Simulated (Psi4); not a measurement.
# BHLYP/6-311+G(d,p) run of [SF3]+ (SMILES F[S+](F)F)

What is the vertical electron affinity of [SF3]+ at BHLYP/6-311+G**? 

The results are computed with Psi4 1.11.

4 further runs of the same task are left out: 4 that didn't finish.

## Step 1: The molecule

[SF3]+ has 4 atoms, charge +1, and is taken as a singlet. As SMILES, `F[S+](F)F`. The shape is that of a PBE0-D4/def2-TZVP optimisation.

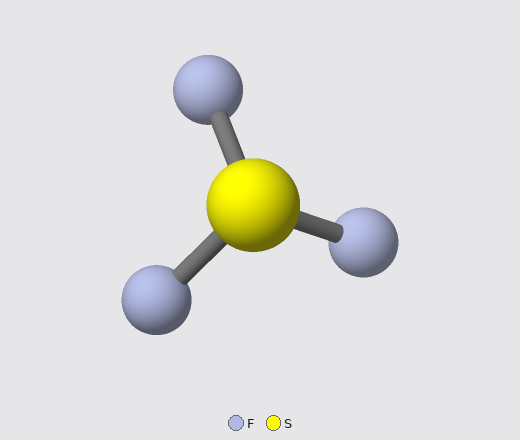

Viewed from a chosen angle; fluorine light blue, sulfur yellow.

## Step 2: Energy and gradient at BHLYP/6-311+G(d,p)

The input, f3s.py:

```python
import psi4

psi4.set_memory('2200 MB')
psi4.set_num_threads(1)
psi4.core.set_output_file('psi4.out', False)

mol = psi4.geometry("""
1 1
F      1.17733717     0.36099438     2.20674658
S      0.81781677    -0.11066236    -0.57020596
F     -1.03069442    -2.26287145    -0.45088865
F     -0.96445952     2.01253943    -1.18565197
units bohr
symmetry c1
no_reorient
no_com
""")

psi4.set_options({
    'puream': True,
    'e_convergence': 1e-09,
    'd_convergence': 1e-08,
    'scf_type': 'pk',
    'dft_radial_points': 99,
    'dft_spherical_points': 590,
})

E = psi4.gradient("bhhlyp/6-311+G**", molecule=mol)
print('gradient / Eh bohr^-1')
print(E.np.round(6))
for k, v in sorted(psi4.core.scalar_variables().items()):
    print(f'{k:45s} {v:18.10f}')
```

Launch:

```console
python f3s.py
```

psi4.out:

```text
[...]
  Running in c1 symmetry.
[...]
  Nuclear repulsion =  208.144192277426129
[...]
  Multiplicity = 1
[...]
  Nalpha       = 21
  Nbeta        = 21
[...]
    Number of basis functions: 96
[...]
   @RKS iter   1:  -697.13000200953388    8.09119e-01   6.29043e-03 DIIS/ADIIS
[...]
   @RKS iter  10:  -697.25558137903556   -1.25056e-11   6.71220e-09 DIIS
[...]
    Orbital Energies [Eh]
    ---------------------
    Doubly Occupied:
       1A    -90.664038     2A    -25.693962     3A    -25.693961
       4A    -25.693946     5A     -8.928212     6A     -6.785470
       7A     -6.785470     8A     -6.777833     9A     -1.851099
      10A     -1.758578    11A     -1.758576    12A     -1.202338
      13A     -1.029433    14A     -1.029432    15A     -1.001957
      16A     -0.924204    17A     -0.924202    18A     -0.876742
      19A     -0.876742    20A     -0.858641    21A     -0.773566
[...]
  @RKS Final Energy:  -697.25558137903556
   => Energetics <=
    Nuclear Repulsion Energy =            208.1441922774261286
    One-Electron Energy =               -1366.0307986662523945
    Two-Electron Energy =                 489.8991598305847219
    DFT Exchange-Correlation Energy =     -29.2681348207939926
    Empirical Dispersion Energy =           0.0000000000000000
    VV10 Nonlocal Energy =                  0.0000000000000000
    Total Energy =                       -697.2555813790355614
[...]
 Multipole Moments:
 ------------------------------------------------------------------------------------
     Multipole            Electronic (a.u.)      Nuclear  (a.u.)        Total (a.u.)
 ------------------------------------------------------------------------------------
 L = 1.  Multiply by 2.5417464519 to convert [e a0] to [Debye]
 Dipole X            :         -4.8878393            5.7247174            0.8368780
 Dipole Y            :          0.6613957           -0.7746365           -0.1132409
 Dipole Z            :          3.4079556           -3.9914417           -0.5834861
 Magnitude           :                                                    1.0264718
[...]
  -Total Gradient:
     Atom            X                  Y                   Z
    ------   -----------------  -----------------  -----------------
       1       -0.000199295921    -0.001430681730    -0.008449010053
       2       -0.011765020777     0.001590632717     0.008207136524
       3        0.006056137194     0.006024622477    -0.000902494042
       4        0.005903152120    -0.006139079762     0.001194697784
[...]
```

On the terminal:

```text
gradient / Eh bohr^-1
[[-0.000199 -0.001431 -0.008449]
 [-0.011765  0.001591  0.008207]
 [ 0.006056  0.006025 -0.000902]
 [ 0.005903 -0.006139  0.001195]]
CURRENT ENERGY                                   -697.2555813790
CURRENT REFERENCE ENERGY                         -697.2555813790
DD SOLVATION ENERGY                                 0.0000000000
DFT FUNCTIONAL TOTAL ENERGY                      -697.2555813790
DFT TOTAL ENERGY                                 -697.2555813790
DFT VV10 ENERGY                                     0.0000000000
DFT XC ENERGY                                     -29.2681348208
GRID ELECTRONS ALPHA                               21.0000004725
GRID ELECTRONS BETA                                21.0000004725
GRID ELECTRONS TOTAL                               42.0000009450
NUCLEAR REPULSION ENERGY                          208.1441922774
ONE-ELECTRON ENERGY                             -1366.0307986663
PCM POLARIZATION ENERGY                             0.0000000000
PE ENERGY                                           0.0000000000
SCF ITERATION ENERGY                             -697.2555813790
SCF ITERATIONS                                     10.0000000000
SCF TOTAL ENERGY                                 -697.2555813790
TWO-ELECTRON ENERGY                               489.8991598306
XC GRID RADIAL POINTS                              99.0000000000
XC GRID SPHERICAL POINTS                          590.0000000000
XC GRID TOTAL POINTS                           227943.0000000000
```

Wall time 11 s (1 thread of Intel Xeon Platinum 8488C (Sapphire Rapids), shared host); peak memory 0.85 GiB.

## Step 3: Doublet neutral SF3 at the same level

The input, job.inp:

```
memory 2200 mb

molecule {
  0 2
  F      0.623020     0.191030     1.167760
  S      0.432770    -0.058560    -0.301740
  F     -0.545420    -1.197460    -0.238600
  F     -0.510370     1.064990    -0.627420
  symmetry c1
  no_reorient
  no_com
}

set reference uks
set puream true
set e_convergence 1e-09
set d_convergence 1e-08
set scf_type pk
set dft_radial_points 99
set dft_spherical_points 590
set maxiter 100

gradient("bhhlyp/6-311+G**")
```

Launch:

```console
psi4 job.inp job.out -n 1
```

job.out:

```text
[...]
  Running in c1 symmetry.
[...]
  Nuclear repulsion =  208.144192226354278
[...]
  Multiplicity = 2
[...]
  Nalpha       = 22
  Nbeta        = 21
[...]
    Number of basis functions: 96
[...]
   @UKS iter   1:  -697.40800356861155    5.31118e-01   5.82354e-03 ADIIS/DIIS
[...]
   @UKS iter  22:  -697.49532651292179   -1.47793e-12   6.32090e-09 DIIS
[...]
   @S^2 Observed:                7.572201316E-01
[...]
    Orbital Energies [Eh]
    ---------------------
    Alpha Occupied:
       1A    -90.286228     2A    -25.395761     3A    -25.382423
       4A    -25.382409     5A     -8.555997     6A     -6.415715
       7A     -6.413957     8A     -6.405927     9A     -1.552742
      10A     -1.467199    11A     -1.464947    12A     -0.909147
      13A     -0.751472    14A     -0.741418    15A     -0.707955
      16A     -0.645275    17A     -0.642853    18A     -0.593095
      19A     -0.591361    20A     -0.577443    21A     -0.477589
      22A     -0.181438
    Alpha Virtual:
      23A     -0.006889    24A      0.033221    25A      0.047319
[...]
  @UKS Final Energy:  -697.49532651292179
   => Energetics <=
    Nuclear Repulsion Energy =            208.1441922263542779
    One-Electron Energy =               -1379.4648764200396727
    Two-Electron Energy =                 503.3131415954517252
    DFT Exchange-Correlation Energy =     -29.4877839146882152
    Empirical Dispersion Energy =           0.0000000000000000
    VV10 Nonlocal Energy =                  0.0000000000000000
    Total Energy =                       -697.4953265129217925
[...]
 Multipole Moments:
 ------------------------------------------------------------------------------------
     Multipole            Electronic (a.u.)      Nuclear  (a.u.)        Total (a.u.)
 ------------------------------------------------------------------------------------
 L = 1.  Multiply by 2.5417464519 to convert [e a0] to [Debye]
 Dipole X            :         -5.6675838            5.7247174            0.0571336
 Dipole Y            :          0.7006513           -0.7746365           -0.0739852
 Dipole Z            :          4.0170491           -3.9914417            0.0256074
 Magnitude           :                                                    0.0969216
[...]
  -Total Gradient:
     Atom            X                  Y                   Z
    ------   -----------------  -----------------  -----------------
       1        0.032350176056     0.015177303308    -0.122225465614
       2       -0.166798514438    -0.044554709200     0.182584369900
       3        0.082454727544     0.074748608614    -0.061895094863
       4        0.051988542055    -0.045325705075     0.001586647481
[...]
```

Wall time 23 s (1 thread of Intel Xeon Platinum 8488C (Sapphire Rapids), shared host); peak memory 0.86 GiB.

## Step 4: Results

At BHLYP/6-311+G**:

| quantity | value |
| --- | --- |
| singlet [SF3]+: total energy | -697.25558 Eh |
| singlet [SF3]+: HOMO energy | -21.05 eV |
| singlet [SF3]+: LUMO energy | -8.10 eV |
| singlet [SF3]+: HOMO–LUMO gap | 12.95 eV |
| singlet [SF3]+: largest force on an atom | 0.742 eV/Å |
| doublet neutral SF3: total energy | -697.49533 Eh |
| doublet neutral SF3: dipole moment | 0.25 D |
| doublet neutral SF3: HOMO energy (highest over α and β) | -4.94 eV |
| doublet neutral SF3: LUMO energy (lowest over α and β) | -0.19 eV |
| doublet neutral SF3: ⟨S²⟩ | 0.757 |
| doublet neutral SF3: largest force on an atom | 12.922 eV/Å |
| vertical electron affinity (to the doublet neutral) | 6.524 eV |

**Reading.** At fixed nuclei the extra electron is bound by 6.52 eV (629 kJ/mol). The largest force (singlet [SF3]+) is 0.74 eV/Å: the shape isn't a stationary point for this species at this level.
